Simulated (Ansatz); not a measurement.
# C2H4AlFO (SMILES C=C[O][AlH][F]) at B2PLYP/def2-SVP

Aim: the vertical ionisation energy of C2H4AlFO at B2PLYP/def2-SVP, from 2 runs. 

Program for the calculation: Ansatz 0.2.0.

127 further runs of the same task are left out: 127 set aside as unsound or not needed.

**1. The molecule**

C2H4AlFO: 9 atoms, total charge 0, spin state singlet. SMILES: `C=C[O][AlH][F]`. The coordinates come from a PBE0-D4/def2-TZVP relaxation. This is one conformer, not always the lowest.

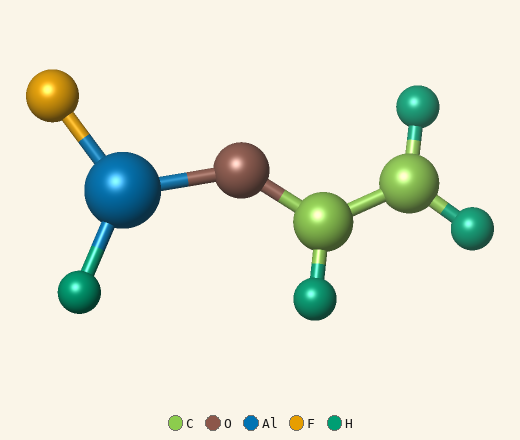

The structure, seen from a chosen angle (carbon green, oxygen brown, aluminium blue, fluorine amber, hydrogen teal).

**2. A single-point energy at B2PLYP/def2-SVP**

run.yaml

```yaml
crystal:
  periodic: [false, false, false]
  atoms:
    - symbol: C
      position_ang: [-1.562000, -0.360100, 1.103900]
    - symbol: C
      position_ang: [-0.728000, -0.312900, 0.075500]
    - symbol: O
      position_ang: [0.490300, 0.256500, 0.139600]
    - symbol: Al
      position_ang: [1.800800, 0.519300, -0.884800]
    - symbol: F
      position_ang: [3.087600, 1.301600, -0.235000]
    - symbol: H
      position_ang: [-1.297700, 0.065300, 2.064100]
    - symbol: H
      position_ang: [-2.527700, -0.832200, 0.988500]
    - symbol: H
      position_ang: [-0.999000, -0.743100, -0.888800]
    - symbol: H
      position_ang: [1.824300, 0.059200, -2.380300]
basis:
  gaussian:
    orbitals: def2-SVP
output: {orbitals: {seedname: orbitals}}
hamiltonian:
  xc: {name: B2PLYP}
correlation:
  frozen_orbitals: {Al: 5, C: 1, F: 1, H: 0, O: 1}
accuracy: high
```

Run with:

```console
$ ansatz run run.yaml --threads 1 --pin off --max-ram 3480MiB --events-out events.jsonl --progress --plain --runs-dir runs
```

The program printed:

```text
Warning: RAYON_NUM_THREADS=1 ignored (pool sized by the plan → 1); use --threads N
Functional definition: B2PLYP
  name "B2PLYP"
  parameter a = 0.53
  parameter c = 0.27
  exchange = (1 - a)*b88_x + a*exact_x
  correlation = (1 - c)*lyp_c + c*(mp2_os + mp2_ss)
2095 factors; integrals over basis functions are off by at most 5.5e-9 eV
mean field evaluation 1: about -13473.7246 eV, gradient 5.2e1 eV
mean field evaluation 2: about -13474.1455 eV, gradient 5.2e1 eV
mean field evaluation 4: about -13479.3701 eV, gradient 4.9e0 eV
mean field evaluation 8: about -13479.4442 eV, gradient 6.6e-1 eV
mean field evaluation 16: about -13479.4451 eV, gradient 9.5e-5 eV
mean field -13479.44508401 eV, -495.3604701414 hartree, gradient 2.8e-8 eV, S^2 0.000000; 0 other end points of the search recorded, 0 dependent functions left out
9 core orbitals not correlated: weight in the atoms' cores, before any rotation towards them, 1.000 or more for the frozen orbitals, at most 0.000 for the correlated occupied ones
reference -13479.44511210 eV, -495.3604711735 hartree; 14, 14 occupied and 71, 71 virtual orbitals, 2095 factors
second order -22.95140821 eV of doubles, -0.00000000 eV of singles
Total energy: -13485.64199231 eV, -495.5882023211 hartree
```

Run time: 14 s. Hardware: 1 thread of Arm Neoverse V1, shared host; peak memory 0.32 GiB.

**3. The doublet cation at the same level**

input.yaml

```yaml
crystal:
  periodic: [false, false, false]
  atoms:
    - symbol: C
      position_ang: [-1.562000, -0.360100, 1.103900]
    - symbol: C
      position_ang: [-0.728000, -0.312900, 0.075500]
    - symbol: O
      position_ang: [0.490300, 0.256500, 0.139600]
    - symbol: Al
      position_ang: [1.800800, 0.519300, -0.884800]
    - symbol: F
      position_ang: [3.087600, 1.301600, -0.235000]
    - symbol: H
      position_ang: [-1.297700, 0.065300, 2.064100]
    - symbol: H
      position_ang: [-2.527700, -0.832200, 0.988500]
    - symbol: H
      position_ang: [-0.999000, -0.743100, -0.888800]
    - symbol: H
      position_ang: [1.824300, 0.059200, -2.380300]
basis:
  gaussian: {orbitals: def2-SVP}
total_charge: 1
magnetization: {spin_polarized: true, initial_magnetization: 1}
hamiltonian: {xc: {name: B2PLYP}}
correlation: {frozen_orbitals: {Al: 5, C: 1, F: 1, H: 0, O: 1}}
accuracy: high
output: {orbitals: {seedname: orbitals}}
```

Run with:

```console
$ ansatz run input.yaml --threads 1 --pin off --max-ram 3480MiB --events-out events.jsonl --progress --plain --runs-dir runs
```

The program printed:

```text
Warning: RAYON_NUM_THREADS=1 ignored (pool sized by the plan → 1); use --threads N
Functional definition: B2PLYP
  name "B2PLYP"
  parameter a = 0.53
  parameter c = 0.27
  exchange = (1 - a)*b88_x + a*exact_x
  correlation = (1 - c)*lyp_c + c*(mp2_os + mp2_ss)
2094 factors; integrals over basis functions are off by at most 5.5e-9 eV
mean field evaluation 1: about -13452.9949 eV, gradient 5.7e1 eV
mean field evaluation 2: about -13453.0885 eV, gradient 5.7e1 eV
mean field evaluation 4: about -13469.5039 eV, gradient 1.2e1 eV
mean field evaluation 8: about -13470.5862 eV, gradient 3.7e-1 eV
mean field evaluation 16: about -13470.6113 eV, gradient 5.5e-3 eV
mean field evaluation 32: about -13470.6113 eV, gradient 8.6e-8 eV
mean field evaluation 64: about -13461.7565 eV, gradient 7.6e0 eV
mean field -13470.61129068 eV, -495.0358342241 hartree, gradient 8.6e-8 eV, S^2 0.759993; 2 other end points of the search recorded, 0 dependent functions left out
9 core orbitals not correlated: weight in the atoms' cores, before any rotation towards them, 1.000 or more for the frozen orbitals, at most 0.000 for the correlated occupied ones
reference -13470.61131842 eV, -495.0358352435 hartree; 14, 13 occupied and 71, 72 virtual orbitals, 2094 factors
second order -21.73953358 eV of doubles, -0.00000000 eV of singles
Total energy: -13476.48099248 eV, -495.2515417868 hartree
```

Run time: 26 s. Hardware: 1 thread of Arm Neoverse V1, shared host; peak memory 0.64 GiB.

**4. Outcome**

Level: B2PLYP/def2-SVP, 9 core orbitals frozen.

| quantity | value |
| --- | --- |
| singlet C2H4AlFO: total energy | -495.58820 Eh |
| singlet C2H4AlFO: HOMO energy (SCF part's orbitals) | -7.81 eV |
| singlet C2H4AlFO: LUMO energy (SCF part's orbitals) | 0.44 eV |
| singlet C2H4AlFO: HOMO–LUMO gap (SCF part's orbitals) | 8.25 eV |
| doublet cation: total energy | -495.25154 Eh |
| doublet cation: HOMO energy (SCF part's orbitals) (highest over α and β) | -15.47 eV |
| doublet cation: LUMO energy (SCF part's orbitals) (lowest over α and β) | -9.90 eV |
| doublet cation: ⟨S²⟩ | 0.760 |
| vertical ionisation energy (to the doublet cation) | 9.161 eV |

What this shows: The vertical ionisation energy comes to 9.16 eV (211 kcal/mol). The negative HOMO energy of the first species, 7.81 eV, lies 1.35 eV below that difference.
